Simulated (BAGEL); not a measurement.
# CH3BClNO (SMILES N=CB(O)Cl) at 3 levels

We compute a comparison of 3 runs (HF/STO-3G, HF/3-21G, HF/6-31G*) of CH3BClNO. 

Program for the calculation: BAGEL 1.2.2.

### 1 The system as given

CH3BClNO: 8 atoms, total charge 0, spin state singlet. SMILES: `N=CB(O)Cl`. The C2–H7 distance was set to 1.644 Å, away from the relaxed value. At this shape a bond of the SMILES string is far longer than usual.

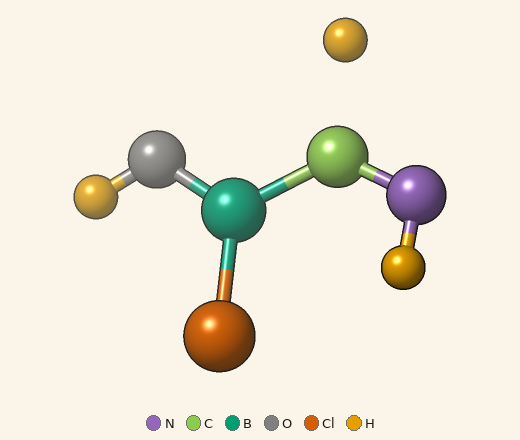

Viewed from a chosen angle; nitrogen purple, carbon green, boron teal, oxygen grey, chlorine orange, hydrogen amber.

### 2 A single-point energy at HF/STO-3G (density fitting with qzvpp-jkfit) (run 1)

input.json

```json
{ "bagel": [

{
  "title": "molecule",
  "basis": "sto-3g",
  "df_basis": "qzvpp-jkfit",
  "angstrom": true,
  "geometry": [
    { "atom": "N", "xyz": [   -0.287559,    1.977535,    0.267730 ] },
    { "atom": "C", "xyz": [   -0.181759,    0.714035,    0.336430 ] },
    { "atom": "B", "xyz": [    0.313241,   -0.239965,   -0.809970 ] },
    { "atom": "O", "xyz": [    0.371041,   -1.561265,   -0.581470 ] },
    { "atom": "Cl", "xyz": [    0.785341,    0.435435,   -2.377470 ] },
    { "atom": "H", "xyz": [   -0.000059,    2.304735,   -0.659670 ] },
    { "atom": "H", "xyz": [   -0.604600,    0.018200,    1.764400 ] },
    { "atom": "H", "xyz": [    0.683041,   -2.082165,   -1.327670 ] }
  ]
},
{
  "title": "hf",
  "charge": 0
},
{
  "title": "print",
  "file": "orbitals.molden",
  "orbitals": true
}

]}
```

Command:

```
$ BAGEL_NUM_THREADS=1 BAGEL input.json > input.out
```

Standard output:

```text
* using 1 threads per process

  ===============================================================
  ===============================================================

  *** Geometry ***

  { "atom" : "N", "xyz" : [     -0.543408,      3.737000,      0.505936 ] },
  { "atom" : "C", "xyz" : [     -0.343475,      1.349331,      0.635761 ] },
  { "atom" : "B", "xyz" : [      0.591940,     -0.453468,     -1.530621 ] },
  { "atom" : "O", "xyz" : [      0.701166,     -2.950363,     -1.098819 ] },
  { "atom" : "Cl", "xyz" : [      1.484079,      0.822853,     -4.492767 ] },
  { "atom" : "H", "xyz" : [     -0.000111,      4.355318,     -1.246596 ] },
  { "atom" : "H", "xyz" : [     -1.142528,      0.034393,      3.334233 ] },
  { "atom" : "H", "xyz" : [      1.290760,     -3.934722,     -2.508933 ] },

  Number of auxiliary basis functions:      486

  Since a DF basis is specified, we compute 2- and 3-index integrals:
    o Being stored without compression. Storage requirement is 0.004 GB

  Number of basis functions:       32
  Number of electrons      :       46

    * METHOD: MOLECULE                             0.12

  *** RHF ***

  === Nuclear Repulsion ===
   188.6173446484

      * DIIS with orbital gradients will be used.

  === RHF iteration (sto-3g) ===
      0       -645.47923456          0.02186467           0.01
      1       -645.58342133          0.01311389           0.01
      2       -645.62392049          0.00186052           0.01
      3       -645.62554636          0.00066204           0.01
      4       -645.62576540          0.00022647           0.01
      5       -645.62580397          0.00006957           0.01
      6       -645.62580794          0.00001102           0.01
      7       -645.62580803          0.00000287           0.01
      8       -645.62580804          0.00000076           0.01
      9       -645.62580804          0.00000024           0.01
     10       -645.62580804          0.00000011           0.01
     11       -645.62580804          0.00000004           0.01
     12       -645.62580804          0.00000002           0.01
     13       -645.62580804          0.00000001           0.01
    * SCF iteration converged.

    * Permanent dipole moment:
           (   -0.234212,     0.968224,     0.387705) a.u.

    * METHOD: HF                                   0.26

    * METHOD: PRINT                                0.00

  ===============================================================
```

Run time: 0.52 s. Hardware: 1 thread of Intel Xeon 6975P-C (Granite Rapids), shared host.

### 3 The energy at HF/3-21G (density fitting with qzvpp-jkfit) (run 2)

job.json

```json
{ "bagel": [

{
  "title": "molecule",
  "basis": "3-21g",
  "df_basis": "qzvpp-jkfit",
  "angstrom": true,
  "geometry": [
    { "atom": "N", "xyz": [      -0.287559,       1.977535,       0.267730 ] },
    { "atom": "C", "xyz": [      -0.181759,       0.714035,       0.336430 ] },
    { "atom": "B", "xyz": [       0.313241,      -0.239965,      -0.809970 ] },
    { "atom": "O", "xyz": [       0.371041,      -1.561265,      -0.581470 ] },
    { "atom": "Cl", "xyz": [       0.785341,       0.435435,      -2.377470 ] },
    { "atom": "H", "xyz": [      -0.000059,       2.304735,      -0.659670 ] },
    { "atom": "H", "xyz": [      -0.604600,       0.018200,       1.764400 ] },
    { "atom": "H", "xyz": [       0.683041,      -2.082165,      -1.327670 ] }
  ]
},

{ "title": "hf", "charge": 0 },

{ "title": "print", "file": "orbitals.molden", "orbitals": true }

]}
```

Command:

```
$ BAGEL_NUM_THREADS=1 BAGEL job.json > job.out
```

Standard output:

```text
* using 1 threads per process

  ===============================================================
  ===============================================================

  *** Geometry ***

  { "atom" : "N", "xyz" : [     -0.543408,      3.737000,      0.505936 ] },
  { "atom" : "C", "xyz" : [     -0.343475,      1.349331,      0.635761 ] },
  { "atom" : "B", "xyz" : [      0.591940,     -0.453468,     -1.530621 ] },
  { "atom" : "O", "xyz" : [      0.701166,     -2.950363,     -1.098819 ] },
  { "atom" : "Cl", "xyz" : [      1.484079,      0.822853,     -4.492767 ] },
  { "atom" : "H", "xyz" : [     -0.000111,      4.355318,     -1.246596 ] },
  { "atom" : "H", "xyz" : [     -1.142528,      0.034393,      3.334233 ] },
  { "atom" : "H", "xyz" : [      1.290760,     -3.934722,     -2.508933 ] },

  Number of auxiliary basis functions:      486

  Since a DF basis is specified, we compute 2- and 3-index integrals:
    o Being stored without compression. Storage requirement is 0.012 GB

  Number of basis functions:       55
  Number of electrons      :       46

    * METHOD: MOLECULE                             0.13

  *** RHF ***

  === Nuclear Repulsion ===
   188.6173446484

      * DIIS with orbital gradients will be used.

  === RHF iteration (3-21g) ===
      0       -649.63448201          0.02681868           0.03
      1       -649.74755867          0.01839968           0.03
      2       -649.81171492          0.00217321           0.03
      3       -649.81390142          0.00108564           0.03
      4       -649.81429383          0.00034933           0.03
      5       -649.81439092          0.00015935           0.03
      6       -649.81440588          0.00006002           0.03
      7       -649.81440855          0.00001369           0.03
      8       -649.81440862          0.00000737           0.03
      9       -649.81440863          0.00000246           0.03
     10       -649.81440863          0.00000092           0.03
     11       -649.81440863          0.00000031           0.03
     12       -649.81440863          0.00000011           0.03
     13       -649.81440863          0.00000005           0.03
     14       -649.81440863          0.00000002           0.03
     15       -649.81440863          0.00000001           0.03
    * SCF iteration converged.

    * Permanent dipole moment:
           (   -0.358608,     0.925706,     0.760028) a.u.

    * METHOD: HF                                   0.54

    * METHOD: PRINT                                0.00

  ===============================================================
```

It took 0.82 s on 1 thread of Intel Xeon 6975P-C (Granite Rapids), shared host.

### 4 A single-point energy at HF/6-31G(d) (density fitting with qzvpp-jkfit, spherical functions) (run 3)

hf.json

```json
{ "bagel": [

{
  "title": "molecule",
  "basis": "6-31gs.json",
  "df_basis": "qzvpp-jkfit",
  "angstrom": true,
  "geometry": [
    { "atom": "N", "xyz": [   -0.287559,    1.977535,    0.267730 ] },
    { "atom": "C", "xyz": [   -0.181759,    0.714035,    0.336430 ] },
    { "atom": "B", "xyz": [    0.313241,   -0.239965,   -0.809970 ] },
    { "atom": "O", "xyz": [    0.371041,   -1.561265,   -0.581470 ] },
    { "atom": "Cl", "xyz": [    0.785341,    0.435435,   -2.377470 ] },
    { "atom": "H", "xyz": [   -0.000059,    2.304735,   -0.659670 ] },
    { "atom": "H", "xyz": [   -0.604600,    0.018200,    1.764400 ] },
    { "atom": "H", "xyz": [    0.683041,   -2.082165,   -1.327670 ] }
  ]
},
{
  "title": "hf"
},
{
  "title": "print",
  "file": "orbitals.molden",
  "orbitals": true
}

]}
```

The basis set 6-31G* is read from a file made from the Basis Set Exchange's data (not shown).

Command:

```
$ BAGEL_NUM_THREADS=1 BAGEL hf.json > hf.out
```

Standard output:

```text
* using 1 threads per process

  ===============================================================
  ===============================================================

  *** Geometry ***

  { "atom" : "N", "xyz" : [     -0.543408,      3.737000,      0.505936 ] },
  { "atom" : "C", "xyz" : [     -0.343475,      1.349331,      0.635761 ] },
  { "atom" : "B", "xyz" : [      0.591940,     -0.453468,     -1.530621 ] },
  { "atom" : "O", "xyz" : [      0.701166,     -2.950363,     -1.098819 ] },
  { "atom" : "Cl", "xyz" : [      1.484079,      0.822853,     -4.492767 ] },
  { "atom" : "H", "xyz" : [     -0.000111,      4.355318,     -1.246596 ] },
  { "atom" : "H", "xyz" : [     -1.142528,      0.034393,      3.334233 ] },
  { "atom" : "H", "xyz" : [      1.290760,     -3.934722,     -2.508933 ] },

  Number of auxiliary basis functions:      486

  Since a DF basis is specified, we compute 2- and 3-index integrals:
    o Being stored without compression. Storage requirement is 0.025 GB

  Number of basis functions:       80
  Number of electrons      :       46

    * METHOD: MOLECULE                             0.24

  *** RHF ***

  === Nuclear Repulsion ===
   188.6173446484

      * DIIS with orbital gradients will be used.

  === RHF iteration (6-31gs.json) ===
      0       -652.82743442          0.02245736           0.05
      1       -652.98035869          0.01560365           0.04
      2       -653.07534517          0.00203975           0.04
      3       -653.07826747          0.00093027           0.04
      4       -653.07877847          0.00026792           0.04
      5       -653.07887644          0.00014553           0.04
      6       -653.07889991          0.00006331           0.04
      7       -653.07890538          0.00001276           0.04
      8       -653.07890553          0.00000477           0.04
      9       -653.07890555          0.00000262           0.04
     10       -653.07890555          0.00000082           0.04
     11       -653.07890555          0.00000034           0.04
     12       -653.07890555          0.00000014           0.04
     13       -653.07890555          0.00000006           0.04
     14       -653.07890555          0.00000002           0.04
     15       -653.07890555          0.00000001           0.05
     16       -653.07890555          0.00000000           0.05
    * SCF iteration converged.

    * Permanent dipole moment:
           (   -0.385228,     0.823312,     0.867780) a.u.

    * METHOD: HF                                   0.89

    * METHOD: PRINT                                0.01

  ===============================================================
```

It took 1.3 s on 1 thread of Intel Xeon 6975P-C (Granite Rapids), shared host.

### 5 Overview of the runs

```csv
run,level,energy (Eh),dipole moment (D),HOMO energy (eV),LUMO energy (eV),wall time
1,HF/STO-3G (density fitting with qzvpp-jkfit),-645.625808,2.72,-8.43,5.26,0.52 s
2,HF/3-21G (density fitting with qzvpp-jkfit),-649.814409,3.18,-10.42,2.03,0.82 s
3,"HF/6-31G* (density fitting with qzvpp-jkfit, spherical functions)",-653.078906,3.19,-10.57,2.09,1.3 s
```

### 6 Outcome

| quantity | value |
| --- | --- |
| run 3: total energy | -653.07891 Eh |
| run 3: dipole moment | 3.19 D |
| run 3: HOMO energy | -10.57 eV |
| run 3: LUMO energy | 2.09 eV |
| run 3: HOMO–LUMO gap | 12.66 eV |

The dipole moment (its size) runs from 2.72 D (HF/STO-3G) to 3.19 D (HF/6-31G*). The HOMO–LUMO gap runs from 12.45 eV (HF/3-21G) to 13.69 eV (HF/STO-3G). In run 1 the basis is minimal, so the values are rough. In all runs a closed-shell determinant meets a far-stretched bond; if it breaks into open shells, such a determinant describes it badly, and no broken-symmetry solution was shown. All runs together took 2.6 s, the longest 1.3 s.
